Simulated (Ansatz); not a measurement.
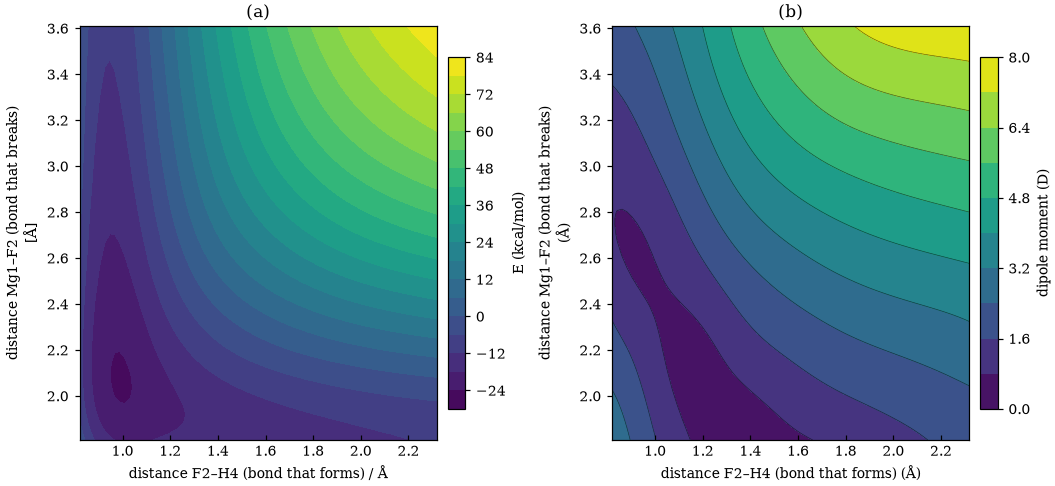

The reacting system CH4BrFMg (fragments CH₄BrFMg where the first distance is long, CH₃BrMg + FH where the second is long). The first coordinate is: distance F2–H4 (bond that forms); the second: distance Mg1–F2 (bond that breaks). Relaxed at each point: all other coordinates. The grid has 8 × 8 points. Points are written as (first, second). Energies: kcal/mol, counted from a guessed transition structure relaxed with its forming and breaking bonds held. The reference is spin-restricted, so regions where a bond is pulled apart into radicals lie too high. Computed with RKS B3LYP-D4/def2-SVP (Ansatz).

Panel (a) is the energy and panel (b) the computed dipole moment on the same grid.

In the figure: filled contours. Between grid points the surface is interpolated.

### How does the dipole moment vary over the map, and what is it at the lowest grid point?

Leaving out the highest fifth of the energies, it runs from 0.3 D at (1.339 Å, 1.809 Å) to 4.9 D at (1.339 Å, 3.609 Å). At the lowest grid point, (0.951 Å, 2.185 Å), it is 1.3 D.
